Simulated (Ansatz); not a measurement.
**One shape, several levels: doublet NH3S+**

We compute a comparison of 6 runs (U-r2SCAN0/STO-3G, U-revPBE/STO-3G, UBHLYP/STO-3G, UBLYP/STO-3G, UPBE0/STO-3G, UCCSDTQ/STO-3G) of doublet NH3S+. 

The calculation is run with Ansatz 0.2.0.

57 further runs of the same task are left out: 2 that didn't finish, 55 set aside as unsound or not needed.

### Step 1. The structure to begin with

The species is NH3S+ (5 atoms), meant as a doublet with charge +1. SMILES of the parent species: `NS`. Geometry: relaxed at GFN2-xTB. This is one conformer, not always the lowest. That shape belongs to the parent species and isn't relaxed for this state.

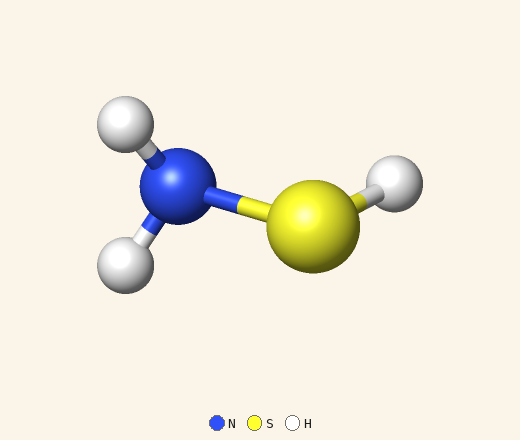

The structure, seen from a chosen angle (nitrogen blue, sulfur yellow, hydrogen white).

### Step 2. The energy at U-r2SCAN0/STO-3G (run 1)

Contents of molecule.yaml:

```yaml
basis:
  gaussian: {orbitals: STO-3G}
crystal:
  periodic: [false, false, false]
  atoms:
    - {symbol: N, position_ang: [-0.162760, -0.507400, -0.231700]}
    - {symbol: S, position_ang: [0.168270, 0.954370, 0.610330]}
    - {symbol: H, position_ang: [0.015040, -1.300690, 0.375430]}
    - {symbol: H, position_ang: [-1.135990, -0.524720, -0.519210]}
    - {symbol: H, position_ang: [1.115440, 1.378440, -0.234860]}
total_charge: 1
hamiltonian: {xc: {name: r2SCAN0}}
magnetization: {spin_polarized: true, initial_magnetization: 1}
accuracy: high
```

Launch:

```bash
ansatz run molecule.yaml --threads 1 --pin off --max-ram 2610MiB --events-out events.jsonl --progress --plain --runs-dir runs
```

Output:

```text
Warning: RAYON_NUM_THREADS=1 ignored (pool sized by the plan → 1); use --threads N
Functional definition: r2SCAN0
  name "r2SCAN0"
  parameter a = 0.25
  parameter k0 = 0.174
  parameter k1 = 0.065
  parameter a1 = 4.9479
  exchange = (1 - a)*r2scan_x(k0 = k0, k1 = k1, a1 = a1) + a*exact_x
  correlation = r2scan_c
289 factors; integrals over basis functions are off by at most 1.1e-8 eV
mean field evaluation 1: about -12221.5718 eV, gradient 2.1e1 eV
mean field evaluation 2: about -12211.8247 eV, gradient 4.2e1 eV
mean field evaluation 4: about -12224.5557 eV, gradient 2.2e0 eV
mean field evaluation 8: about -12224.5826 eV, gradient 3.4e-2 eV
mean field evaluation 16: about -12224.4541 eV, gradient 4.6e0 eV
mean field evaluation 32: about -12224.5926 eV, gradient 2.7e-1 eV
mean field -12224.60056672 eV, -449.2457846950 hartree, gradient 5.1e-8 eV, S^2 0.753088; 2 other end points of the search recorded, 0 dependent functions left out
reference -12224.60056730 eV, -449.2457847164 hartree; 13, 12 occupied and 4, 5 virtual orbitals, 289 factors
Total energy: -12224.60056730 eV, -449.2457847164 hartree
```

Wall time 7.5 s (1 thread of Arm Neoverse V1, shared host); peak memory 0.21 GiB.

### Step 3. A single-point energy at U-revPBE/STO-3G (run 2)

Contents of input.yaml:

```yaml
crystal:
  periodic: [false, false, false]
  atoms:
    - symbol: N
      position_ang: [-0.162760, -0.507400, -0.231700]
    - symbol: S
      position_ang: [0.168270, 0.954370, 0.610330]
    - symbol: H
      position_ang: [0.015040, -1.300690, 0.375430]
    - symbol: H
      position_ang: [-1.135990, -0.524720, -0.519210]
    - symbol: H
      position_ang: [1.115440, 1.378440, -0.234860]
basis:
  gaussian:
    orbitals: STO-3G
total_charge: 1
magnetization:
  spin_polarized: true
  initial_magnetization: 1
hamiltonian:
  xc: {name: revPBE}
accuracy: high
```

Launch:

```bash
ansatz run input.yaml --threads 1 --pin off --max-ram 2610MiB --events-out events.jsonl --progress --plain --runs-dir runs
```

Output:

```text
Warning: RAYON_NUM_THREADS=1 ignored (pool sized by the plan → 1); use --threads N
Functional definition: revPBE
  name "revPBE"
  parameter kappa = 1.245
  parameter beta = 0.06672455060314922
  exchange = pbe_x(kappa = kappa, mu = beta*pi^2/3)
  correlation = pbe_c(beta = beta)
289 factors; integrals over basis functions are off by at most 1.1e-8 eV
mean field evaluation 1: about -12218.7121 eV, gradient 2.6e1 eV
mean field evaluation 2: about -12180.7695 eV, gradient 7.3e1 eV
mean field evaluation 4: about -12222.0887 eV, gradient 1.2e1 eV
mean field evaluation 8: about -12221.2515 eV, gradient 1.6e1 eV
mean field evaluation 16: about -12223.5733 eV, gradient 4.8e-4 eV
mean field -12223.57332808 eV, -449.2080343712 hartree, gradient 1.7e-8 eV, S^2 0.751180; 1 other end points of the search recorded, 0 dependent functions left out
reference -12223.57333032 eV, -449.2080344535 hartree; 13, 12 occupied and 4, 5 virtual orbitals, 289 factors
Total energy: -12223.57333032 eV, -449.2080344535 hartree
```

It took 2.6 s on 1 thread of Arm Neoverse V1, shared host; peak memory 0.12 GiB.

Runs 3 to 5 aren't shown in full; the table further down has their settings and results.

### Step 4. The energy at UCCSDTQ/STO-3G (run 6)

Contents of job.yaml:

```yaml
crystal:
  periodic: [false, false, false]
  atoms:
    - symbol: N
      position_ang: [-0.162760, -0.507400, -0.231700]
    - symbol: S
      position_ang: [0.168270, 0.954370, 0.610330]
    - symbol: H
      position_ang: [0.015040, -1.300690, 0.375430]
    - symbol: H
      position_ang: [-1.135990, -0.524720, -0.519210]
    - symbol: H
      position_ang: [1.115440, 1.378440, -0.234860]
basis:
  gaussian:
    orbitals: STO-3G
accuracy: high
total_charge: 1
correlation:
  method: ccsdtq
  frozen_orbitals: {H: 0, "N": 1, S: 5}
scf:
  omitted_lower_state_checks: [cluster_reference, increment]
magnetization:
  spin_polarized: true
  initial_magnetization: 1
```

Launch:

```bash
ansatz run job.yaml --threads 1 --pin off --max-ram 2610MiB --events-out events.jsonl --progress --plain --runs-dir runs
```

Output:

```text
Warning: RAYON_NUM_THREADS=1 ignored (pool sized by the plan → 1); use --threads N
[... 12 lines left out ...]
6 core orbitals not correlated: weight in the atoms' cores, before any rotation towards them, 1.000 or more for the frozen orbitals, at most 0.000 for the correlated occupied ones
[... 34 lines left out ...]
Total energy: -12203.77161252 eV, -448.4803347467 hartree
Checks for a lower state left out: cluster_reference, increment
```

It took 29 s on 1 thread of Arm Neoverse V1, shared host; peak memory 0.25 GiB.

### Step 5. All runs side by side

```tsv
run	level	frozen core orbitals	energy (Eh)	⟨S²⟩	wall time
1	U-r2SCAN0/STO-3G	–	-449.245785	0.753	7.5 s
2	U-revPBE/STO-3G	–	-449.208034	0.751	2.6 s
3	UBHLYP/STO-3G	–	-449.263510	0.753	2 s
4	UBLYP/STO-3G	–	-449.222747	0.751	2.8 s
5	UPBE0/STO-3G	–	-449.098505	0.753	2.9 s
6	UCCSDTQ/STO-3G	6	-448.480335	0.761	29 s
```

### Step 6. Outcome

| quantity | value |
| --- | --- |
| run 6: total energy | -448.48033 Eh |
| run 6: correlation energy (6 core orbitals frozen) | -97.2 mEh |
| run 6: ⟨S²⟩ of the reference determinant | 0.761 |
| run 6: T1 diagnostic | 0.012 |

Totals of different functionals can't be ranked against each other. In runs 1, 2, 3, 4, 5, 6 the basis is minimal, so the values are rough. All runs together took 47 s, the longest 29 s.
